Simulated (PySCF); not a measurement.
# CHF$_{3}$O$_{3}$S: one change and its effect

System: CHF$_{3}$O$_{3}$S.
Method of run A: GIAO PBE0/pcSseg-0 NMR shielding, non-relativistic, gas phase (PySCF 2.14.0).

The geometry comes from this level: PBE0-D3(BJ)/def2-SVP. Text and figures count atoms from 1; the logs count them from 0 in places.

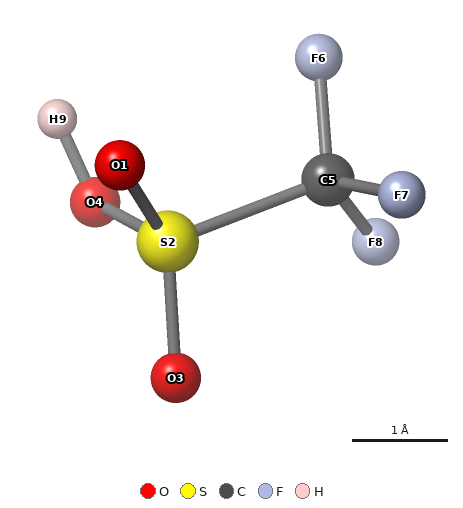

Figure 1. The structure (ball-and-stick view, seen at a tilt; atoms are numbered from 1 in the order of the input). Bond lengths as drawn: C–F 1.32 Å, C–S 1.85 Å, H–O 0.97 Å and O–S 1.44 to 1.61 Å.

## Input file, run A
```
{"job": {"kind": "nmr", "xc": "PBE0", "basis": "pcSseg-0", "pop": true}, "charge": 0, "multiplicity": 1}
O     -0.755313    -0.045942     1.715848
S     -0.755979    -0.283576     0.290875
O     -1.400071    -1.397061    -0.346329
O     -1.248278     1.050383    -0.463044
C      1.017051    -0.283097    -0.253097
F      1.570189     0.870116     0.089041
F      1.641033    -1.271245     0.352968
F      1.093351    -0.438846    -1.556814
H     -1.149232     1.802243     0.143575
```

The first line tells a small driver script what to run in PySCF; the rest is the geometry in Å.

Hardware: 1 CPU thread, shared host.

## Output (run A)
```
coarse grid: 9848 points
cycle   1  E = -958.9080808333  dE =  2.608e+00  |g| = 1.514e+00  |ddm| = 3.898e+00
cycle   2  E = -957.4901268044  dE =  1.418e+00  |g| = 3.066e+00  |ddm| = 6.302e+00
cycle   3  E = -959.3792307123  dE = -1.889e+00  |g| = 4.150e-01  |ddm| = 4.662e+00
cycle   4  E = -959.4068026282  dE = -2.757e-02  |g| = 1.940e-01  |ddm| = 6.737e-01
cycle   5  E = -959.4128367779  dE = -6.034e-03  |g| = 5.598e-02  |ddm| = 2.325e-01
cycle   6  E = -959.4134567121  dE = -6.199e-04  |g| = 2.146e-02  |ddm| = 8.624e-02
cycle   7  E = -959.4135385149  dE = -8.180e-05  |g| = 6.595e-03  |ddm| = 2.992e-02
cycle   8  E = -959.4135473125  dE = -8.798e-06  |g| = 5.542e-04  |ddm| = 8.975e-03
final grid: 96768 points
cycle   9  E = -959.3215160168  dE = -2.465e-05  |g| = 3.993e-03  |ddm| = 2.015e-02
cycle  10  E = -959.3215161775  dE = -1.607e-07  |g| = 3.865e-03  |ddm| = 1.021e-02
cycle  11  E = -959.3215192648  dE = -3.087e-06  |g| = 4.871e-04  |ddm| = 5.597e-03
cycle  12  E = -959.3215193038  dE = -3.895e-08  |g| = 1.875e-04  |ddm| = 8.174e-04
cycle  13  E = -959.3215193085  dE = -4.781e-09  |g| = 1.021e-04  |ddm| = 2.946e-04
cycle  14  E = -959.3215193104  dE = -1.886e-09  |g| = 1.917e-05  |ddm| = 1.304e-04
cycle  15  E = -959.3215193105  dE = -4.366e-11  |g| = 9.081e-06  |ddm| = 2.699e-05
converged SCF energy = -959.3215193105

GIAO shielding tensors (ppm)
atom      isotropic    diamagn.    paramagn.     s11        s22        s33       span
  0 O       84.736     400.546    -315.809     31.397     90.034    132.778    101.381
  1 S      154.721    1040.253    -885.532     -2.547     65.085    401.625    404.171
  2 O       95.092     398.314    -303.222     47.210     83.139    154.927    107.717
  3 O      142.312     401.237    -258.925     52.098     70.648    304.190    252.092
  4 C       45.413     245.217    -199.804     38.165     46.889     51.185     13.020
  5 F      257.679     473.965    -216.286    205.365    226.608    341.066    135.700
  6 F      259.109     471.891    -212.782    209.285    235.665    332.378    123.092
  7 F      255.635     472.873    -217.238    207.260    229.689    329.957    122.698
  8 H       28.783      29.099      -0.316     23.150     25.662     37.538     14.388
```

Run B used a changed input.

## The two runs side by side

| quantity | run A | run B |
| --- | --- | --- |
| outcome | converged | converged |
| total energy (hartree) | −959.321519 | −961.644555 |
| HOMO (eV) | −9.98 | −10.13 |
| LUMO (eV) | −0.50 | −0.32 |
| dipole moment (D) | 2.97 | 2.79 |
| shielding of O1 (ppm) | 84.7 | 100.8 |
| shielding of S2 (ppm) | 154.7 | 166.9 |
| shielding of O3 (ppm) | 95.1 | 113.2 |
| shielding of O4 (ppm) | 142.3 | 131.1 |
| shielding of C5 (ppm) | 45.4 | 55.0 |
| shielding of F7 (ppm) | 259.1 | 264.4 |
| shielding of F8 (ppm) | 255.6 | 260.0 |
| SCF iterations | 15 | 15 |
| basis functions | 78 | 309 |
| wall time (shared host) | 6.1 s | 74 s |

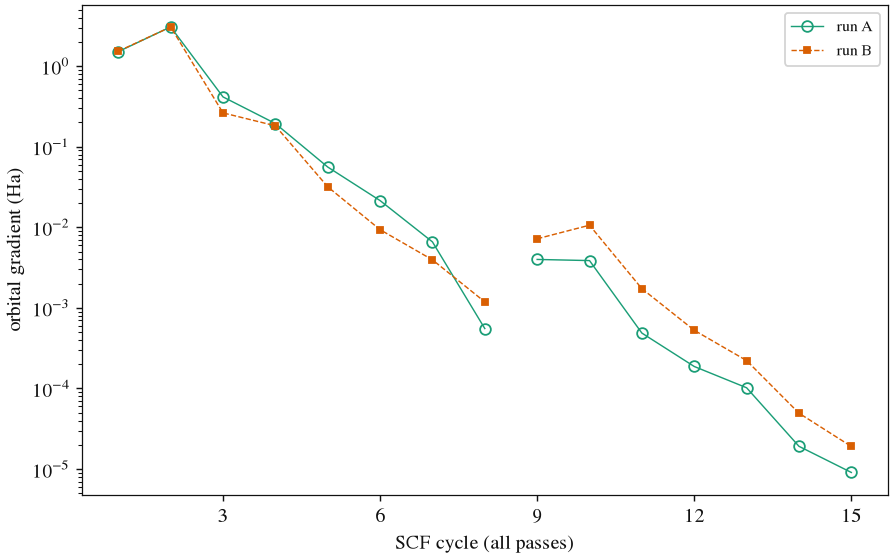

Figure 2. Convergence of the two runs: orbital gradient against the SCF cycle. A break in a curve parts two SCF passes (coarse and final grid). Run A takes 15 cycles in all, and run B takes 15.

What was changed in the input?

The change (lines with − go, lines with + come):
```diff
-"basis": "pcSseg-0"
+"basis": "pcSseg-2"
```

The total energy of run B is 1457.7 kcal/mol lower, which measures the change of basis and not a stability. The HOMO goes from −9.98 to −10.13 eV. The LUMO goes from −0.50 to −0.32 eV. The dipole moment goes from 2.97 to 2.79 D. Of all shieldings, the largest change is that of O3, by +18.1 ppm. The number of SCF iterations is the same. The basis functions go from 78 to 309.

## Output (run B)
```
coarse grid: 9848 points
cycle   1  E = -961.2557471820  dE =  2.236e+00  |g| = 1.529e+00  |ddm| = 2.512e+00
cycle   2  E = -960.0710733105  dE =  1.185e+00  |g| = 3.062e+00  |ddm| = 2.298e+00
cycle   3  E = -961.6412325168  dE = -1.570e+00  |g| = 2.629e-01  |ddm| = 1.686e+00
cycle   4  E = -961.6476864635  dE = -6.454e-03  |g| = 1.818e-01  |ddm| = 2.104e-01
cycle   5  E = -961.6530738875  dE = -5.387e-03  |g| = 3.182e-02  |ddm| = 9.261e-02
cycle   6  E = -961.6532520369  dE = -1.781e-04  |g| = 9.348e-03  |ddm| = 2.319e-02
cycle   7  E = -961.6532633910  dE = -1.135e-05  |g| = 3.949e-03  |ddm| = 5.580e-03
cycle   8  E = -961.6532659185  dE = -2.528e-06  |g| = 1.188e-03  |ddm| = 2.383e-03
final grid: 96768 points
cycle   9  E = -961.6445464755  dE = -8.713e-05  |g| = 7.207e-03  |ddm| = 2.391e-02
cycle  10  E = -961.6445354173  dE =  1.106e-05  |g| = 1.062e-02  |ddm| = 9.282e-03
cycle  11  E = -961.6445548296  dE = -1.941e-05  |g| = 1.734e-03  |ddm| = 5.901e-03
cycle  12  E = -961.6445553081  dE = -4.785e-07  |g| = 5.274e-04  |ddm| = 1.203e-03
cycle  13  E = -961.6445553498  dE = -4.172e-08  |g| = 2.221e-04  |ddm| = 3.508e-04
cycle  14  E = -961.6445553582  dE = -8.356e-09  |g| = 4.941e-05  |ddm| = 1.374e-04
cycle  15  E = -961.6445553585  dE = -3.599e-10  |g| = 1.909e-05  |ddm| = 3.284e-05
converged SCF energy = -961.6445553585

GIAO shielding tensors (ppm)
atom      isotropic    diamagn.    paramagn.     s11        s22        s33       span
  0 O      100.753     394.192    -293.439     50.862     97.592    153.805    102.943
  1 S      166.878    1047.820    -880.942     -4.480    112.112    393.003    397.483
  2 O      113.232     392.283    -279.050     77.384    110.068    152.245     74.861
  3 O      131.149     388.644    -257.495     44.376     71.702    277.370    232.994
  4 C       54.961     247.044    -192.083     43.198     59.318     62.368     19.170
  5 F      260.154     468.685    -208.531    198.283    237.675    344.505    146.222
  6 F      264.401     465.738    -201.337    203.003    249.968    340.233    137.230
  7 F      260.004     466.583    -206.579    200.748    240.272    338.992    138.244
  8 H       26.138      30.691      -4.552     21.118     22.111     35.186     14.068
```
